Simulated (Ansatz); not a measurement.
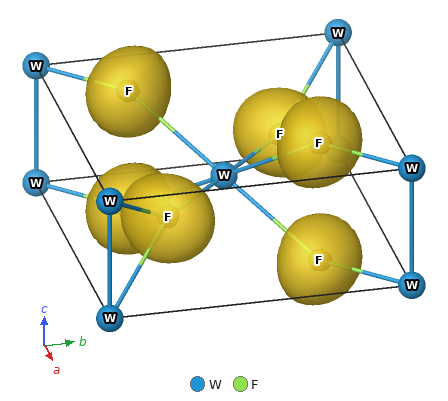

WF2. Isosurface of the ELF at 0.6 (yellow), seen at an oblique angle. Only the valence region is drawn (cores and ρ < 0.01 e/Å³ removed). Sticks mark near contacts.

Space group P4₂/mnm; started from the rutile prototype, which need not be the ambient phase.

These are results of DFT PBE, scalar-relativistic, plane waves, PAW (Ansatz), not measurements.

Identify the bonds, lone pairs and shells in this picture.

At this value the surface marks out four regions wrapped around F (the valence shell of each), counted in one cell of 6 atoms. Any copies at cell faces, edges or corners count once. Profiles from the grid: W–F (2.05 Å): the ELF peaks at about 0.80 in the valence shell of F, 0.6 Å from its nucleus, and drops to about 0.10 between the two atoms: no localised pair shows between them. W–W (2.48 Å): the ELF is about 0.35 at the midpoint.
